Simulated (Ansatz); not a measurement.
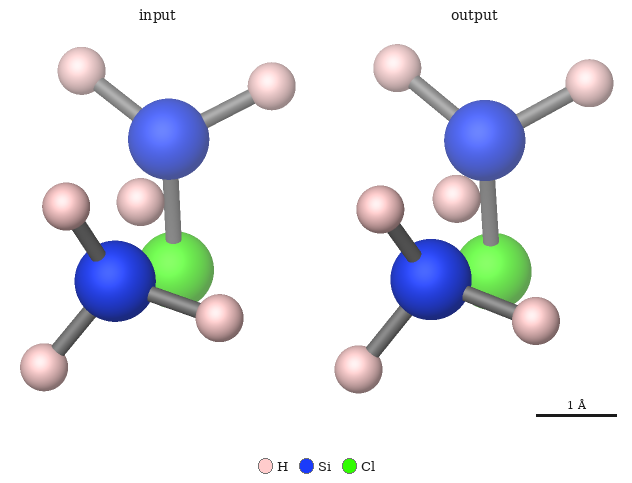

The structure of Si2H6Cl (multiplicity 2) before (left) and after (right) a constrained relaxation, at one scale.

The picture is a ball-and-stick view, seen from a free direction.

The reaction that was planned forms H1–Si4 and breaks H1–Si2 (atoms numbered from 1 in input order).

Level of theory: UKS PBE0-D4/def2-SVP (Ansatz). (held fixed: the distance between atoms 1 (H) and 4 (Si), the distance between atoms 1 (H) and 2 (Si), counting from 1; force threshold 0.08 eV/Å; at most 120 steps)

Summarise the run.

An H atom moves most after the best rigid fit: 0.11 Å. By element the largest moves are H 0.11 Å, Cl 0.10 Å, Si 0.02 Å. Among the contacts that change: Cl–Si 2.020 → 2.070 Å, H–Si 1.451 → 1.494 Å. Bond angles that change, for instance: H–Si–H 113.7° → 110.3°, H–Si–H 113.4° → 110.8°. The optimiser took 4 steps. The run took about 19 core-seconds on a shared host.
